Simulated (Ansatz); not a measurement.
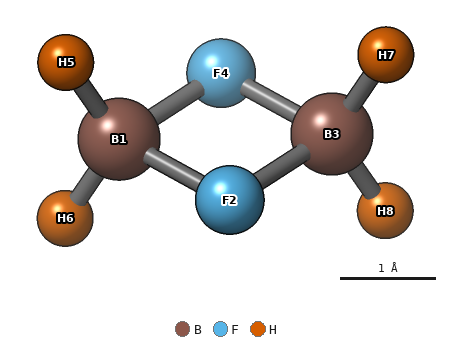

Fig. 1: The structure (ball-and-stick view, seen at a tilt; atoms are numbered from 1 in the order of the input). Bond lengths as drawn: B–F 1.55 Å and B–H 1.19 Å.

## Frequency calculation of B₂H₄F₂

System: B₂H₄F₂, SMILES [BH2-]1[F+][BH2-][F+]1.
Method: B3LYP/6-31G*, RKS (Ansatz 0.2.0).

The geometry was optimised with B3LYP/6-31G*. Figures and captions count atoms from 1; the log counts them from 0 in places.

**The input**
```yaml
crystal:
  periodic: [false, false, false]
  atoms:
    - symbol: B
      position_ang: [-0.494978, 0.961039, -0.297991]
    - symbol: F
      position_ang: [0.641183, 0.539545, 0.675121]
    - symbol: B
      position_ang: [0.494946, -0.961050, 0.297973]
    - symbol: F
      position_ang: [-0.641099, -0.539524, -0.675244]
    - symbol: H
      position_ang: [-0.042313, 1.569321, -1.213865]
    - symbol: H
      position_ang: [-1.446295, 1.320945, 0.317805]
    - symbol: H
      position_ang: [1.446294, -1.321097, -0.317689]
    - symbol: H
      position_ang: [0.042161, -1.569179, 1.213890]
basis:
  gaussian:
    orbitals: "6-31G*"
hamiltonian:
  xc: {name: B3LYP}
phonons:
  temperatures: {t_min: 298.15, t_max: 298.15, t_step: 1}
```

Command:
```bash
ansatz run in.yaml --threads 1 --pin off --max-ram 3480MiB --events-out events.jsonl --progress --plain --runs-dir runs
```

**What the program printed**
```
Functional definition: B3LYP
  name "B3LYP"
  parameter a0 = 0.2
  parameter ax = 0.72
  parameter ac = 0.81
  exchange = (1 - a0 - ax)*slater_x + ax*b88_x + a0*exact_x
  correlation = (1 - ac)*vwn_rpa_c + ac*lyp_c
744 factors; integrals over basis functions are off by at most 2.9e-4 eV
mean field evaluation 1: about -6852.5311 eV, gradient 2.1e1 eV
mean field evaluation 2: about -6852.7281 eV, gradient 2.1e1 eV
mean field evaluation 4: about -6853.3324 eV, gradient 3.6e-1 eV
mean field evaluation 8: about -6853.3323 eV, gradient 1.2e-2 eV
mean field -6853.33227052 eV, -251.8553155863 hartree, gradient 2.3e-6 eV, S^2 0.000000; 0 other end points of the search recorded, 0 dependent functions left out
the calculation of the forces begins
reference -6853.33247325 eV, -251.8553230363 hartree; 16, 16 occupied and 52, 52 virtual orbitals, 744 factors
these checks for a lower state are left out or cut short: stability, starts, cluster_reference, orbital_swaps, neighbouring_geometries, increment
744 factors; integrals over basis functions are off by at most 2.9e-4 eV
mean field evaluation 16: about -6853.3321 eV, gradient 1.2e-1 eV
mean field -6853.33216929 eV, -251.8553118661 hartree, gradient 8.7e-7 eV, S^2 0.000000; 0 other end points of the search recorded, 0 dependent functions left out
[... from here on the field's lines of each further geometry are left out, up to the last ...]
the calculation of the forces begins
reference -6853.33242511 eV, -251.8553212673 hartree; 16, 16 occupied and 52, 52 virtual orbitals, 744 factors
these checks for a lower state are left out or cut short: stability, starts, cluster_reference, orbital_swaps, neighbouring_geometries, increment
744 factors; integrals over basis functions are off by at most 2.9e-4 eV
mean field -6853.33221754 eV, -251.8553136392 hartree, gradient 1.3e-6 eV, S^2 0.000000; 0 other end points of the search recorded, 0 dependent functions left out
the calculation of the forces begins
reference -6853.33242023 eV, -251.8553210879 hartree; 16, 16 occupied and 52, 52 virtual orbitals, 744 factors
Total energy: -6853.33247325 eV, -251.8553230363 hartree
Atom 0 at    -0.494978     0.961039    -0.297991 Å, force     0.000524    -0.000505     0.000449 eV/Å
Atom 1 at     0.641183     0.539545     0.675121 Å, force    -0.000060    -0.000069    -0.000066 eV/Å
Atom 2 at     0.494946    -0.961050     0.297973 Å, force    -0.000273     0.000826    -0.000080 eV/Å
Atom 3 at    -0.641099    -0.539524    -0.675244 Å, force    -0.000067    -0.000112    -0.000084 eV/Å
Atom 4 at    -0.042313     1.569321    -1.213865 Å, force     0.000450     0.000550    -0.001011 eV/Å
Atom 5 at    -1.446295     1.320945     0.317805 Å, force    -0.001024     0.000318     0.000578 eV/Å
Atom 6 at     1.446294    -1.321097    -0.317689 Å, force     0.000956    -0.000360    -0.000704 eV/Å
Atom 7 at     0.042161    -1.569179     1.213890 Å, force    -0.000506    -0.000647     0.000916 eV/Å
Dipole moment:    -0.000005    -0.000014    -0.000020 e Å
Vibrations: 115.25 358.81 574.03 670.20 741.69 803.40 814.93 831.87 926.85 987.94 1092.50 1217.84 1232.79 1267.04 2649.05 2666.41 2760.49 2767.06 cm⁻¹, zero-point energy 1.393468 eV
```

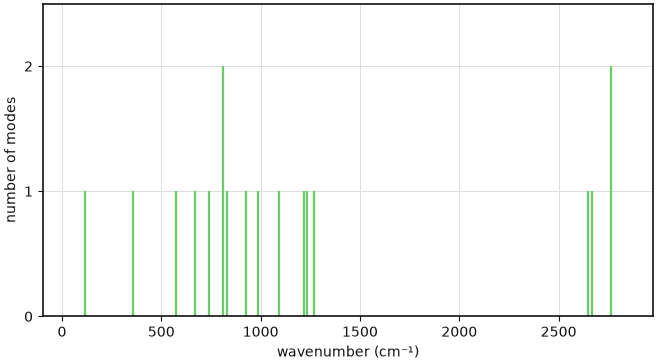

Fig. 2: Harmonic vibrational wavenumbers from the force constants; neighbouring modes closer than 12 cm⁻¹ are counted in one stick. 18 modes from 115 to 2767 cm⁻¹, none imaginary.

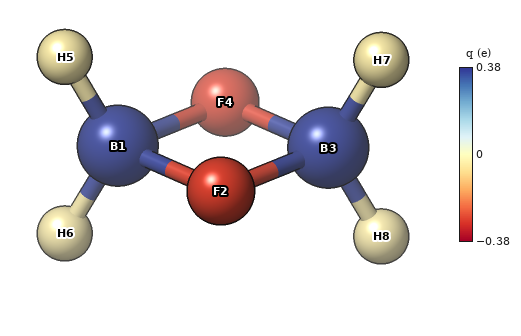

Fig. 3: Mulliken charges, as the colour of each atom (ball-and-stick view, seen at an oblique angle; atoms are numbered from 1 in the order of the input; Mulliken charges depend strongly on the basis). By element: B +0.36, F −0.28 and H −0.04 e.

**Key numbers**

```csv
quantity,value
outcome,converged
total energy,−251.855323 hartree
basis functions,68
largest force,0.001 eV/Å
zero-point energy,0.051209 hartree
dipole moment,0.00 D
"wavenumbers, lowest and highest",115 and 2767 cm⁻¹
hardware,"1 thread of Arm Neoverse V1, 112 GiB of memory available, shared host"
wall time,77 s
peak memory,0.12 GiB
```
